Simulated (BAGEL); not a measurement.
# C3H11AlO (SMILES C[Al-](C)(C)[OH2+]): a chain of runs

Wanted: the energy (HF/cc-pVDZ), then a single-point energy (NEVPT2(2,2)/cc-pVDZ) of C3H11AlO. 

The calculation is run with BAGEL 1.2.2.

1 further run of the same task is left out (set aside as unsound or not needed).

**1. The system as given**

The species is C3H11AlO (16 atoms), meant as a singlet with charge 0. As SMILES, `C[Al-](C)(C)[OH2+]`. The C4–H13 distance was set to 1.480 Å, away from the relaxed value.

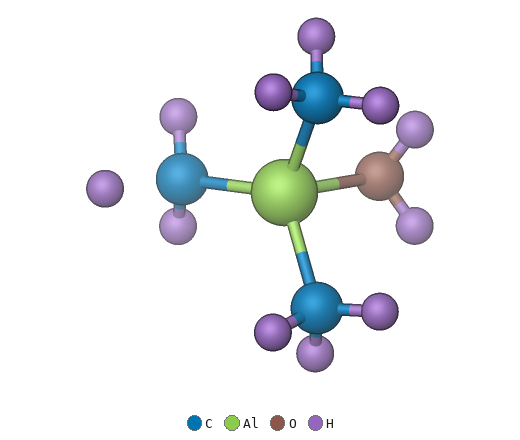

The structure, seen from a chosen angle (carbon blue, aluminium green, oxygen brown, hydrogen purple).

**2. The energy at HF/cc-pVDZ (density fitting with svp-jkfit) (run 1)**

File input.json:

```json
{ "bagel" : [

{
  "title" : "molecule",
  "basis" : "cc-pvdz.json",
  "df_basis" : "svp-jkfit",
  "angstrom" : true,
  "geometry" : [
    { "atom" : "C", "xyz" : [   -0.870708,    0.926319,   -1.485250 ] },
    { "atom" : "Al", "xyz" : [   -0.147148,    0.062679,    0.141880 ] },
    { "atom" : "C", "xyz" : [    1.466202,    0.857579,    0.967940 ] },
    { "atom" : "C", "xyz" : [   -0.443478,   -1.867931,    0.369990 ] },
    { "atom" : "O", "xyz" : [   -1.500968,    0.881839,    1.455050 ] },
    { "atom" : "H", "xyz" : [   -0.818478,    2.021289,   -1.459290 ] },
    { "atom" : "H", "xyz" : [   -0.301778,    0.617849,   -2.369800 ] },
    { "atom" : "H", "xyz" : [   -1.911938,    0.648809,   -1.690260 ] },
    { "atom" : "H", "xyz" : [    1.610822,    0.547109,    2.010020 ] },
    { "atom" : "H", "xyz" : [    1.474572,    1.953819,    0.944490 ] },
    { "atom" : "H", "xyz" : [    2.368802,    0.537299,    0.435060 ] },
    { "atom" : "H", "xyz" : [   -0.249328,   -2.202011,    1.394650 ] },
    { "atom" : "H", "xyz" : [    0.454110,   -2.651670,   -0.507280 ] },
    { "atom" : "H", "xyz" : [   -1.466438,   -2.166161,    0.117280 ] },
    { "atom" : "H", "xyz" : [   -1.041568,    1.425119,    2.105040 ] },
    { "atom" : "H", "xyz" : [   -2.113598,    1.456189,    0.982360 ] }
  ]
},
{
  "title" : "hf"
},
{
  "title" : "print",
  "file" : "orbitals.molden",
  "orbitals" : true
}

]}
```

The basis set cc-pVDZ is read from a file made from the Basis Set Exchange's data (not shown).

Command:

```sh
BAGEL_NUM_THREADS=1 BAGEL input.json > input.out
```

What it wrote:

```text
* using 1 threads per process

  ===============================================================
  ===============================================================

  *** Geometry ***

  { "atom" : "C", "xyz" : [     -1.645400,      1.750489,     -2.806716 ] },
  { "atom" : "Al", "xyz" : [     -0.278069,      0.118446,      0.268114 ] },
  { "atom" : "C", "xyz" : [      2.770720,      1.620589,      1.829142 ] },
  { "atom" : "C", "xyz" : [     -0.838052,     -3.529878,      0.699180 ] },
  { "atom" : "O", "xyz" : [     -2.836418,      1.666434,      2.749646 ] },
  { "atom" : "H", "xyz" : [     -1.546699,      3.819683,     -2.757658 ] },
  { "atom" : "H", "xyz" : [     -0.570278,      1.167565,     -4.478273 ] },
  { "atom" : "H", "xyz" : [     -3.613039,      1.226071,     -3.194128 ] },
  { "atom" : "H", "xyz" : [      3.044012,      1.033886,      3.798387 ] },
  { "atom" : "H", "xyz" : [      2.786537,      3.692183,      1.784827 ] },
  { "atom" : "H", "xyz" : [      4.476387,      1.015348,      0.822144 ] },
  { "atom" : "H", "xyz" : [     -0.471162,     -4.161198,      2.635507 ] },
  { "atom" : "H", "xyz" : [      0.858144,     -5.010930,     -0.958620 ] },
  { "atom" : "H", "xyz" : [     -2.771166,     -4.093451,      0.221627 ] },
  { "atom" : "H", "xyz" : [     -1.968278,      2.693085,      3.977949 ] },
  { "atom" : "H", "xyz" : [     -3.994121,      2.751798,      1.856391 ] },

  Number of auxiliary basis functions:      628

  Since a DF basis is specified, we compute 2- and 3-index integrals:
    o Being stored without compression. Storage requirement is 0.084 GB

  Number of basis functions:      129
  Number of electrons      :       50

    * METHOD: MOLECULE                             0.57

  *** RHF ***

  === Nuclear Repulsion ===
   234.6820949140

      * DIIS with orbital gradients will be used.

  === RHF iteration (cc-pvdz.json) ===
      0       -436.42411892          0.01492086           0.17
      1       -436.70285885          0.00763338           0.17
      2       -436.77740944          0.00128655           0.17
      3       -436.78024921          0.00043309           0.17
      4       -436.78053698          0.00008395           0.18
      5       -436.78055115          0.00001691           0.18
      6       -436.78055197          0.00000601           0.17
      7       -436.78055206          0.00000202           0.17
      8       -436.78055207          0.00000060           0.17
      9       -436.78055207          0.00000018           0.17
     10       -436.78055207          0.00000006           0.17
     11       -436.78055207          0.00000002           0.17
     12       -436.78055207          0.00000001           0.17
    * SCF iteration converged.

    * Permanent dipole moment:
           (    0.976791,    -1.274377,    -0.966347) a.u.

    * METHOD: HF                                   2.62

    * METHOD: PRINT                                0.04

  ===============================================================
```

Wall time 3.6 s (1 thread of Arm Neoverse V1, shared host); peak memory 0.25 GiB.

**3. The energy at NEVPT2(2,2)/cc-pVDZ (density fitting with svp-jkfit) (run 2)**

File job.json:

```json
{ "bagel": [

{
  "title": "molecule",
  "basis": "cc-pvdz.json",
  "df_basis": "svp-jkfit",
  "angstrom": true,
  "geometry": [
    { "atom": "C", "xyz": [   -0.870708,    0.926319,   -1.485250 ] },
    { "atom": "Al", "xyz": [   -0.147148,    0.062679,    0.141880 ] },
    { "atom": "C", "xyz": [    1.466202,    0.857579,    0.967940 ] },
    { "atom": "C", "xyz": [   -0.443478,   -1.867931,    0.369990 ] },
    { "atom": "O", "xyz": [   -1.500968,    0.881839,    1.455050 ] },
    { "atom": "H", "xyz": [   -0.818478,    2.021289,   -1.459290 ] },
    { "atom": "H", "xyz": [   -0.301778,    0.617849,   -2.369800 ] },
    { "atom": "H", "xyz": [   -1.911938,    0.648809,   -1.690260 ] },
    { "atom": "H", "xyz": [    1.610822,    0.547109,    2.010020 ] },
    { "atom": "H", "xyz": [    1.474572,    1.953819,    0.944490 ] },
    { "atom": "H", "xyz": [    2.368802,    0.537299,    0.435060 ] },
    { "atom": "H", "xyz": [   -0.249328,   -2.202011,    1.394650 ] },
    { "atom": "H", "xyz": [    0.454110,   -2.651670,   -0.507280 ] },
    { "atom": "H", "xyz": [   -1.466438,   -2.166161,    0.117280 ] },
    { "atom": "H", "xyz": [   -1.041568,    1.425119,    2.105040 ] },
    { "atom": "H", "xyz": [   -2.113598,    1.456189,    0.982360 ] }
  ]
},
{
  "title": "hf"
},
{
  "title": "casscf",
  "nstate": 1,
  "nact": 2,
  "nclosed": 24,
  "active": [23, 28],
  "maxiter": 200,
  "natocc": true
},
{
  "title": "nevpt2",
  "nstate": 1,
  "nact": 2,
  "nclosed": 24,
  "active": [23, 28],
  "maxiter": 200,
  "natocc": true,
  "ncore": 9
},
{
  "title": "print",
  "file": "orbitals.molden",
  "orbitals": true
}

]}
```

The basis set cc-pVDZ is read from a file made from the Basis Set Exchange's data (not shown).

Command:

```sh
BAGEL_NUM_THREADS=1 BAGEL job.json > job.out
```

What it wrote:

```text
* using 1 threads per process

  ===============================================================
  ===============================================================

  *** Geometry ***

  { "atom" : "C", "xyz" : [     -1.645400,      1.750489,     -2.806716 ] },
  { "atom" : "Al", "xyz" : [     -0.278069,      0.118446,      0.268114 ] },
  { "atom" : "C", "xyz" : [      2.770720,      1.620589,      1.829142 ] },
  { "atom" : "C", "xyz" : [     -0.838052,     -3.529878,      0.699180 ] },
  { "atom" : "O", "xyz" : [     -2.836418,      1.666434,      2.749646 ] },
  { "atom" : "H", "xyz" : [     -1.546699,      3.819683,     -2.757658 ] },
  { "atom" : "H", "xyz" : [     -0.570278,      1.167565,     -4.478273 ] },
  { "atom" : "H", "xyz" : [     -3.613039,      1.226071,     -3.194128 ] },
  { "atom" : "H", "xyz" : [      3.044012,      1.033886,      3.798387 ] },
  { "atom" : "H", "xyz" : [      2.786537,      3.692183,      1.784827 ] },
  { "atom" : "H", "xyz" : [      4.476387,      1.015348,      0.822144 ] },
  { "atom" : "H", "xyz" : [     -0.471162,     -4.161198,      2.635507 ] },
  { "atom" : "H", "xyz" : [      0.858144,     -5.010930,     -0.958620 ] },
  { "atom" : "H", "xyz" : [     -2.771166,     -4.093451,      0.221627 ] },
  { "atom" : "H", "xyz" : [     -1.968278,      2.693085,      3.977949 ] },
  { "atom" : "H", "xyz" : [     -3.994121,      2.751798,      1.856391 ] },

  Number of auxiliary basis functions:      628

  Since a DF basis is specified, we compute 2- and 3-index integrals:
    o Being stored without compression. Storage requirement is 0.084 GB

  Number of basis functions:      129
  Number of electrons      :       50

    * METHOD: MOLECULE                             0.58

  *** RHF ***

  === Nuclear Repulsion ===
   234.6820949140

      * DIIS with orbital gradients will be used.

  === RHF iteration (cc-pvdz.json) ===
      0       -436.42411892          0.01492086           0.17
      1       -436.70285885          0.00763338           0.17
      2       -436.77740944          0.00128655           0.17
      3       -436.78024921          0.00043309           0.17
      4       -436.78053698          0.00008395           0.17
      5       -436.78055115          0.00001691           0.17
      6       -436.78055197          0.00000601           0.17
      7       -436.78055206          0.00000202           0.17
      8       -436.78055207          0.00000060           0.17
      9       -436.78055207          0.00000018           0.17
     10       -436.78055207          0.00000006           0.17
     11       -436.78055207          0.00000002           0.17
     12       -436.78055207          0.00000001           0.17
    * SCF iteration converged.

    * Permanent dipole moment:
           (    0.976791,    -1.274377,    -0.966347) a.u.

    * METHOD: HF                                   2.62

  ---------------------------
      CASSCF calculation
  ---------------------------

    ==== Active orbitals : =====
         Orbital 23
         Orbital 28
    ============================

    * nstate   :      1
    * nclosed  :     24
    * nact     :      2
    * nvirt    :    103
  === CASSCF iteration (cc-pvdz.json) ===

    * Using the second-order algorithm

      0  0      -436.78160163     1.64e-04      0.04

      1  0      -436.80388213     1.31e-03      0.80

      2  0      -436.80681810     1.95e-04      0.95

      3  0      -436.80689858     4.59e-05      0.96

      4  0      -436.80690075     1.04e-05      0.95

      5  0      -436.80690082     2.59e-06      1.02

      6  0      -436.80690082     6.74e-07      0.95

      7  0      -436.80690082     1.77e-07      0.96

      8  0      -436.80690082     4.66e-08      0.89

      9  0      -436.80690082     1.22e-08      0.79

     10  0      -436.80690082     3.22e-09      0.73

    * Second-order optimization converged. *

     guess   0:   closed 1.                   open ..

  === FCI iteration ===

      0  0      -436.77975693     7.98e-02      0.00
      1  0      -436.80689748     7.22e-04      0.00
      2  0 *    -436.80690082     1.46e-16      0.00

     * ci vector, state   0, <S^2> = 0.0000
       2.     0.9858542691
       .2    -0.1676047732

    * METHOD: CASSCF                               9.45

    * freezing 9 orbitals

  === DF-NEVPT2 calculation ===

    * 3-index integral transformation done
    * assembly done

      NEVPT2 correlation energy:   -0.6998584065      0.69

          (+0)     -0.6458663310
          (+0)'    -0.0155614181
          (+1)     -0.0053606292
          (+1)'    -0.0000000000
          (+2)     -0.0003969939
          (-1)     -0.0256985284
          (-1)'     0.0000000000
          (-2)     -0.0069745058

      NEVPT2 total energy:       -437.5067592291

    * METHOD: NEVPT2                               1.03

    * METHOD: PRINT                                0.04

  ===============================================================
```

Run time: 14 s. Hardware: 1 thread of Arm Neoverse V1, shared host; peak memory 0.25 GiB.

**4. Outcome**

```
                                quantity          value
         run 1, HF/cc-pVDZ: total energy  -436.78055 Eh
        run 1, HF/cc-pVDZ: dipole moment         4.76 D
          run 1, HF/cc-pVDZ: HOMO energy       -9.98 eV
          run 1, HF/cc-pVDZ: LUMO energy        3.30 eV
        run 1, HF/cc-pVDZ: HOMO–LUMO gap       13.29 eV
run 2, NEVPT2(2,2)/cc-pVDZ: total energy  -437.50676 Eh
```
